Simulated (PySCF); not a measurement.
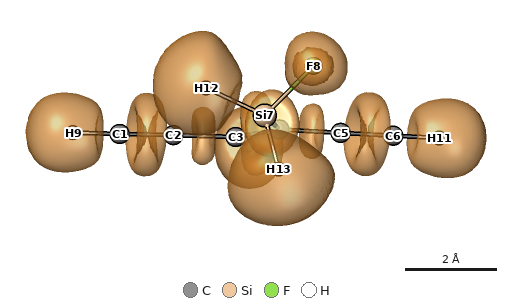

The picture shows: C6H5FSi (SMILES C#C/C=C(/C#C)[SiH2]F). Isosurface of the ELF at 0.8 (orange), seen from one side. Only the valence region is drawn (cores and ρ < 0.01 e/Å³ removed).

Geometry: GFN2-xTB.

Method: wB97X-D/def2-SVPD, SCF density, gas phase in PySCF.

```yaml
atoms:
  - { symbol: C, position_ang: [-2.7199, -1.4689, -0.5848] }
  - { symbol: C, position_ang: [-1.5314, -1.2972, -0.5149] }
  - { symbol: C, position_ang: [-0.1374, -1.1548, -0.4561] }
  - { symbol: C, position_ang: [0.4947, -0.0497, -0.0104] }
  - { symbol: C, position_ang: [1.9029, -0.0236, 0.0170] }
  - { symbol: C, position_ang: [3.1033, 0.0311, 0.0574] }
  - { symbol: Si, position_ang: [-0.3841, 1.4992, 0.6249] }
  - { symbol: F, position_ang: [0.4443, 2.7650, 0.0674] }
  - { symbol: H, position_ang: [-3.7582, -1.6057, -0.6447] }
  - { symbol: H, position_ang: [0.4322, -2.0117, -0.8015] }
  - { symbol: H, position_ang: [4.1510, 0.0726, 0.0846] }
  - { symbol: H, position_ang: [-1.7184, 1.6389, 0.0689] }
  - { symbol: H, position_ang: [-0.2836, 1.6055, 2.0745] }
```

What do the ELF domains correspond to?

Answer. The surface consists of five regions between bonded C–C atoms (shared pairs), one region between bonded C–Si atoms (shared pairs), five regions around hydrogen nuclei and one region wrapped around F (its lone pairs, merged into a ring or cap).

Values along the shortest contacts:
C–C (1.20 Å): the ELF peaks at about 0.90 between the atoms; a multiple bond. Si–F (1.61 Å): the ELF peaks at about 0.85 in the valence shell of F, 0.6 Å from its nucleus, and is about 0.50 at the midpoint.
